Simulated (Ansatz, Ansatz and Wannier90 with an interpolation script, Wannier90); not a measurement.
# Settings in Wannier-interpolated G0W0: K2LiAlF6 (Fm-3m)

How do the Wannier model and the GW settings move the interpolated bands of K2LiAlF6 (Fm-3m)?

Main program and level: Wannier90 4.0.3; maximally localised Wannier functions from the overlaps of LDA states (plane waves, PAW).

## 1. Set-up

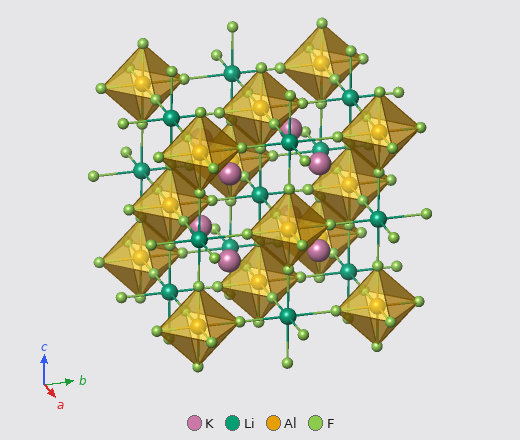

Start, viewed slightly off an axis; potassium pink, lithium teal, aluminium orange, fluorine green. This picture shows the conventional cell, with its axes. Some periodic images of atoms are drawn too.

The cell and positions come from the Crystallography Open Database and are kept as given unless a step says otherwise.

## 2. Wannier model on 8×8×8, by Wannier90

Localised functions give a small Hamiltonian that interpolates between mesh points at no cost.

Input file w.win:

```
num_iter = 1200
conv_tol = 1.0e-8
conv_window = 5
dis_num_iter = 4000
dis_conv_tol = 1.0e-8
dis_mix_ratio = 0.7
write_hr = true
use_ws_distance = false
num_print_cycles = 50
! ansatz wannier90 interface
! projections by site (counted from 0) and shell: 3 3P, 4 2P, 5 2P, 6 2P, 7 2P, 8 2P, 9 2P, 0 4S, 1 4S, 2 2S
! states of the run's bands (counted from 1): 1-59
num_bands = 59
num_wann  = 24
dis_win_min = -1.61
dis_win_max = 20.39
dis_froz_min = -1.61
dis_froz_max = 11.86
guiding_centres = true

begin unit_cell_cart
Ang
                      0.0                    3.921                    3.921
                    3.921                      0.0                    3.921
                    3.921                    3.921                      0.0
end unit_cell_cart

begin atoms_frac
K                       0.25                     0.25                     0.25
K                       0.75                     0.75                     0.75
Li                       0.5                      0.5                      0.5
Al                       0.0                      0.0                      0.0
F                     0.7689                   0.2311                   0.2311
F                     0.2311                   0.7689                   0.2311
F                     0.2311                   0.7689                   0.7689
F                     0.7689                   0.2311                   0.7689
F                     0.2311                   0.2311                   0.7689
F                     0.7689                   0.7689                   0.2311
end atoms_frac

mp_grid = 8 8 8

[... the mesh's points ...]
```

The run is started by

```
$ OMP_NUM_THREADS=1 mpirun -n 8 wannier90.x w > wannier90.x.log
```

Numbers of over 12 decimals in the logs are rounded to 6 here.

Output:

```text
TEM
                                    ------

                              Lattice Vectors (Ang)
                    a_1     0.000000   3.921000   3.921000
                    a_2     3.921000   0.000000   3.921000
                    a_3     3.921000   3.921000   0.000000

                   Unit Cell Volume:     120.56480  (Ang^3)

                        Reciprocal-Space Vectors (Ang^-1)
                    b_1    -0.801222   0.801222   0.801222
                    b_2     0.801222  -0.801222   0.801222
                    b_3     0.801222   0.801222  -0.801222

 *----------------------------------------------------------------------------*
 |   Site       Fractional Coordinate          Cartesian Coordinate (Ang)     |
 +----------------------------------------------------------------------------+
 | k    1   0.25000   0.25000   0.25000   |    1.96050   1.96050   1.96050    |
 | k    2   0.75000   0.75000   0.75000   |    5.88150   5.88150   5.88150    |
 | li   1   0.50000   0.50000   0.50000   |    3.92100   3.92100   3.92100    |
 | al   1   0.00000   0.00000   0.00000   |    0.00000   0.00000   0.00000    |
 | f    1   0.76890   0.23110   0.23110   |    1.81229   3.92100   3.92100    |
 | f    2   0.23110   0.76890   0.23110   |    3.92100   1.81229   3.92100    |
 | f    3   0.23110   0.76890   0.76890   |    6.02971   3.92100   3.92100    |
 | f    4   0.76890   0.23110   0.76890   |    3.92100   6.02971   3.92100    |
 | f    5   0.23110   0.23110   0.76890   |    3.92100   3.92100   1.81229    |
 | f    6   0.76890   0.76890   0.23110   |    3.92100   3.92100   6.02971    |
 *----------------------------------------------------------------------------*
                                ------------
                                K-POINT GRID
                                ------------

             Grid size =  8 x  8 x  8      Total points =  512

 *---------------------------------- MAIN ------------------------------------*
 |  Number of Wannier Functions               :                24             |
 |  Number of Objective Wannier Functions     :                24             |
 |  Number of input Bloch states              :                59             |
 |  Output verbosity (1=low, 5=high)          :                 1             |
 |  Timing Level (1=low, 5=high)              :                 1             |
 |  Optimisation (0=memory, 3=speed)          :                 3             |
 |  Length Unit                               :               Ang             |
 |  Post-processing setup (write *.nnkp)      :                 F             |
 |  Using Gamma-only branch of algorithms     :                 F             |
 *----------------------------------------------------------------------------*
 *------------------------------- WANNIERISE ---------------------------------*
[...]
0     0.527E+02     0.0000000000       52.6909332382      12.26  <-- CONV
        O_D=      0.5482002 O_OD=     16.2075055 O_TOT=     52.6909332 <-- SPRD
 ------------------------------------------------------------------------------
 Cycle:      1
[...]
Sum of centres and spreads ( 82.341000, 82.341000, 82.341000 )    46.22343015

      1    -0.647E+01     1.5330245880       46.2234301535      12.31  <-- CONV
        O_D=      0.1547045 O_OD=     10.1334981 O_TOT=     46.2234302 <-- SPRD
 Delta: O_D= -0.3934957E+00 O_OD= -0.6074007E+01 O_TOT= -0.6467503E+01 <-- DLTA
 ------------------------------------------------------------------------------
 Cycle:     50
[...]
Sum of centres and spreads ( 82.341000, 82.341000, 82.341000 )    40.28566264

     50    -0.258E-03     0.0135714029       40.2856626444      14.48  <-- CONV
        O_D=      0.0350250 O_OD=      4.3154101 O_TOT=     40.2856626 <-- SPRD
 Delta: O_D= -0.1462565E-04 O_OD= -0.2436457E-03 O_TOT= -0.2582713E-03 <-- DLTA
 ------------------------------------------------------------------------------
 Cycle:    100
[...]
Sum of centres and spreads ( 82.341000, 82.341000, 82.341000 )    40.28422001

    100    -0.196E-06     0.0004145792       40.2842200120      16.73  <-- CONV
        O_D=      0.0349761 O_OD=      4.3140164 O_TOT=     40.2842200 <-- SPRD
 Delta: O_D= -0.2482960E-06 O_OD=  0.5228080E-07 O_TOT= -0.1960152E-06 <-- DLTA
 ------------------------------------------------------------------------------

             <<<     Delta < 1.000E-08  over  5 iterations     >>>
             <<< Wannierisation convergence criteria satisfied >>>

 Final State
[...]
WF centre and spread   23  (  5.881500,  5.881500,  5.881500 )     4.42221309
  WF centre and spread   24  (  3.921000,  3.921000,  3.921000 )     3.01379017
  Sum of centres and spreads ( 82.341000, 82.341000, 82.341000 )    40.28421848

         Spreads (Ang^2)       Omega I      =    35.935227495
        ================       Omega D      =     0.034975326
                               Omega OD     =     4.314015661
    Final Spread (Ang^2)       Omega Total  =    40.284218482
 ------------------------------------------------------------------------------

 Writing checkpoint file w.chk... done

 *---------------------------------------------------------------------------*
 |                               PLOTTING                                    |
 *---------------------------------------------------------------------------*

 *===========================================================================*
 |                             TIMING INFORMATION                            |
 *===========================================================================*
 |    Tag                                                Ncalls      Time (s)|
 |---------------------------------------------------------------------------|
 |kmesh: get                                        :         1         0.113|
 |overlap: read                                     :         1         7.843|
 |dis: main                                         :         1        12.558|
 |wann: main                                        :         1         5.902|
 |plot: main                                        :         1         0.496|
 *---------------------------------------------------------------------------*
 All done: wannier90 exiting
```

Wall time 29 s (8 MPI ranks of Arm Neoverse V2, shared host); 3.8 min of CPU time.

This step gave:

```yaml
gauge_invariant_spread: 35.94 Å²
diagonal_spread: 0.03498 Å²
off_diagonal_spread: 4.314 Å²
total_spread: 40.28 Å²
disentanglement_steps: 239
r_m_s_interpolation_error: 0.001974 eV
r_m_s_error_near_the_gap: 0.002283 eV
```

Near the gap the model misses directly solved bands by 2.3 meV r.m.s. and by 45 meV at most in the window tested. This tests the starting bands, not the corrections carried with them.

## 3. Wannier model on 8×8×8, by the program's own minimiser

This step: maximally localised Wannier functions, LDA, plane waves, PAW.

Input file input.yaml:

```yaml
crystal:
  lattice:
    - [0.0, 3.921, 3.921]
    - [3.921, 0.0, 3.921]
    - [3.921, 3.921, 0.0]
  atoms:
    - { symbol: K, position: [0.25, 0.25, 0.25] }
    - { symbol: K, position: [0.75, 0.75, 0.75] }
    - { symbol: Li, position: [0.5, 0.5, 0.5] }
    - { symbol: Al, position: [0.0, 0.0, 0.0] }
    - { symbol: F, position: [0.7689, 0.2311, 0.2311] }
    - { symbol: F, position: [0.2311, 0.7689, 0.2311] }
    - { symbol: F, position: [0.2311, 0.7689, 0.7689] }
    - { symbol: F, position: [0.7689, 0.2311, 0.7689] }
    - { symbol: F, position: [0.2311, 0.2311, 0.7689] }
    - { symbol: F, position: [0.7689, 0.7689, 0.2311] }
kpoints:
  mp_grid: { grid: [4, 4, 4] }
hamiltonian:
  xc: lda
scf:
  occupations: { method: fixed }
  n_extra_bands: 64
output:
  wannier:
    kmesh: [8, 8, 8]
    projections:
      - { species: Al, l: p, shell: 3 }
      - { species: F, l: p, shell: 2 }
      - { species: K, l: s, shell: 4 }
      - { species: Li, l: s, shell: 2 }
    minimise: true
    write_hr: true
    seedname: w
    conv_tol: 1.0e-06
    max_iter: 20000
    stability_check: false
    disentanglement:
      window: [-1.61, 20.39]
      frozen_window: [-1.61, 11.86]
      conv_tol: 1.0e-08
```

The run is started by

```
$ ansatz run input.yaml --threads 8 --pin off --max-ram 18432MiB --backend cpu --events-out ev --progress --plain --runs-dir out
```

Output:

```text
scf.n_extra_bands = 64 over 33 filled bands (N_el = 66.0): the run solves 97 bands
Engine: ansatz 0.2.0, aarch64-unknown-linux-gnu
Pseudopotentials: kind: paw
Pseudopotential: K, paw, valence charge 9, recommended cutoff 420 eV (normal), K.paw.azcp
Pseudopotential: Li, paw, valence charge 3, recommended cutoff 420 eV (normal), Li.paw.azcp
Pseudopotential: Al, paw, valence charge 3, recommended cutoff 420 eV (normal), Al.paw.azcp
Pseudopotential: F, paw, valence charge 7, recommended cutoff 420 eV (normal), F.paw.azcp
Functional definition: SPW92
  exchange = slater_x
  correlation = pw_c
Crystal: 10 atoms, lattice volume = 120.565 Å³
Basis set: ecut = 420 eV, 2397 PW (Γ)
Bands: 97, of which v1, the nominal top of the filled ones, is band 33 counted from 1 (32 counted from 0)
Symmetry: 48 space group operations
Space group: Fm-3m (ITA 225), of the structure as read, at distance tolerance 4.9e-5 Å
k-points: 8 of 64
Non-local potential: K, projectors of the file, l = 0: 3, l = 1: 2, l = 2: 2
Non-local potential: Li, projectors of the file, l = 0: 3, l = 1: 2, l = 2: 1
Non-local potential: Al, projectors of the file, l = 0: 2, l = 1: 2, l = 2: 1
Non-local potential: F, projectors of the file, l = 0: 2, l = 1: 2, l = 2: 1
PAW form: soft (Blöchl's): semilocal exchange-correlation on the pseudo side does not see the compensation charge
PAW frozen core: K, regenerated for the run's functional, and the local potential with it (the file was generated under x = pbe(κ = 0.804, μ = 0.219515), c = pbe(β = 0.066725))
[...]
SCF 1 converged in 6 iterations: F = -8485.813846 eV  dr2 = 1.47e-8
[...]
NSCF: frozen V_eff on 32 k-points
the Wannier pass solved 32 of the 512 points of its mesh, and has the states at the others by symmetry: states obtained by the crystal's operations at points that were solved too leave a residual of 5.06e-13 eV (read by the count's bands and the next), within 5.56e-6 eV
SCF converged after 6 iterations
Free energy (F): -8485.813846 eV
Harris-Foulkes:  -8485.813846 eV  (|F-HF|=1.09e-8)
Internal energy: -8485.813846 eV  (E = F + TS)
E sigma→0 (E₀):  -8485.813846 eV
Fermi energy:    1.919562 eV
--- Per-component energies (eV) ---
  E_band       = -451.334163
  E_kinetic    = 1794.870937
  E_local      = -4388.430964  (includes V_loc(G=0)·N_el)
  E_nonlocal   = 461.704450
  E_hartree    = 1571.319237
  E_xc         = -788.597803
  E_vxc        = -982.200815  (∫ρ·V_xc dr)
  E_paw        = -3073.354018  (= ΣΔE_a)
  E_vpaw       = -479.928057  (= ΣTr[D̂ρ^β])
  E_aug_tail   = 0.012125  (compensation charges beyond the density's cutoff)
  E_ewald      = -4064.588036
  E_core_change = 1.250227  (= ΣΔE_core)
  E_smearing   = -0.000000  (= −TS)
  E_closure    = 0.000000  (closes the sum)
  Σ components = -8485.813846   (vs F -8485.813846, Δ=0.00e0)
--- Band table (eV; the first three rows and the last of 8) ---
  k-point 0: bands = [... 29 lower, 1.4828, 1.9196, 1.9196, 1.9196, 9.4561, 11.9247, 11.9247, 12.1821, ... 60 higher]
  k-point 1: bands = [... 29 lower, 1.4424, 1.7738, 1.7738, 1.8337, 10.1899, 12.3203, 12.3748, 12.3748, ... 60 higher]
  k-point 2: bands = [... 29 lower, 1.4089, 1.6528, 1.6528, 1.7135, 11.4420, 11.8787, 13.0508, 13.0508, ... 60 higher]
  k-point 7: bands = [... 29 lower, 1.2152, 1.3314, 1.6689, 1.6689, 12.6610, 12.6610, 12.8263, 12.8960, ... 60 higher]
Wannier search: line search 1 of at most 20000: gauge-dependent spread (as the search counts it) 10.2850185 Å², largest recent change 6.5e0 Å² against conv_tol 1.0e-6 Å², 0 stops escaped
```

The job ended after 22 s (8 threads; peak memory 2.6 GiB; 1.8 min of CPU time).

This step gave:

```yaml
gauge_invariant_spread: 35.94 Å²
diagonal_spread: 0.03502 Å²
off_diagonal_spread: 4.313 Å²
total_spread: 40.28 Å²
least_projectability: 0.01596
localisation_steps: 93
disentanglement_steps: 250
r_m_s_interpolation_error: 0.001975 eV
r_m_s_error_near_the_gap: 0.002284 eV
```

Near the gap the model misses directly solved bands by 2.3 meV r.m.s. and by 45 meV at most in the window tested. This tests the starting bands, not the corrections carried with them.

Frozen up to 9.94 eV; above it the model need not follow the bands. Electronic bands along the path, in eV, zero at the valence-band top; v1 is the highest filled band, c1 the lowest empty one:

| point | v4 | v3 | v2 | v1 | c1 | c2 | c3 | c4 |
| --- | --- | --- | --- | --- | --- | --- | --- | --- |
| Γ | -0.44 | 0.00 | 0.00 | 0.00 | 7.54 | 13.53 | 13.96 | 13.96 |
| X | -0.67 | -0.58 | -0.58 | -0.02 | 10.42 | 11.29 | 13.22 | 13.33 |
| U | -0.62 | -0.50 | -0.43 | -0.13 | 11.02 | 11.06 | 11.90 | 13.44 |
| jump to K | -0.62 | -0.50 | -0.43 | -0.13 | 11.02 | 11.06 | 11.90 | 13.44 |
| Γ | -0.44 | 0.00 | 0.00 | 0.00 | 7.54 | 13.53 | 13.96 | 13.96 |
| L | -0.51 | -0.27 | -0.27 | -0.21 | 9.52 | 10.19 | 13.85 | 14.31 |
| W | -0.70 | -0.59 | -0.25 | -0.25 | 11.40 | 11.53 | 11.53 | 12.61 |
| X | -0.67 | -0.58 | -0.58 | -0.02 | 10.42 | 11.29 | 13.22 | 13.33 |

The same for Kohn-Sham, solved directly:

| point | v4 | v3 | v2 | v1 | c1 | c2 | c3 | c4 |
| --- | --- | --- | --- | --- | --- | --- | --- | --- |
| Γ | -0.44 | 0.00 | 0.00 | 0.00 | 7.54 | 10.01 | 10.01 | 10.26 |
| X | -0.67 | -0.58 | -0.58 | -0.02 | 10.10 | 10.76 | 11.07 | 11.13 |
| U | -0.62 | -0.50 | -0.43 | -0.13 | 10.42 | 10.60 | 10.86 | 11.36 |
| K | -0.62 | -0.50 | -0.43 | -0.13 | 10.42 | 10.60 | 10.86 | 11.36 |
| Γ | -0.44 | 0.00 | 0.00 | 0.00 | 7.54 | 10.01 | 10.01 | 10.26 |
| L | -0.51 | -0.27 | -0.27 | -0.21 | 9.52 | 9.96 | 11.13 | 11.13 |
| W | -0.70 | -0.59 | -0.25 | -0.25 | 10.74 | 10.74 | 10.91 | 10.98 |
| X | -0.67 | -0.58 | -0.58 | -0.02 | 10.10 | 10.76 | 11.07 | 11.13 |

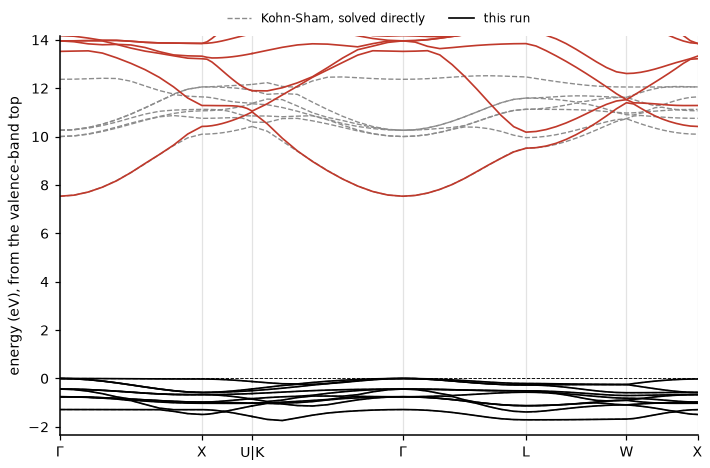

Electronic bands along the path; lines of filled and empty bands in two colours; dashed: Kohn-Sham, solved directly.

(Part 1 of 2 ends here.)

[Paths, hosts, dates, memory and timing lines, banners, echoed tables and standing remarks are left out of the program output.]

[Logs are printed without paths, hosts, clocks, repeated set-up lines and the standing remarks that a program may print on its own settings, such as how far it seeks lower states.]

[Runs of the session that timed out or met a known fault of the program may be left out.]

[Hosts, paths, dates, database ids (printed as entryN), source tags and the programs' standing remarks are cut or masked in the printed files.]
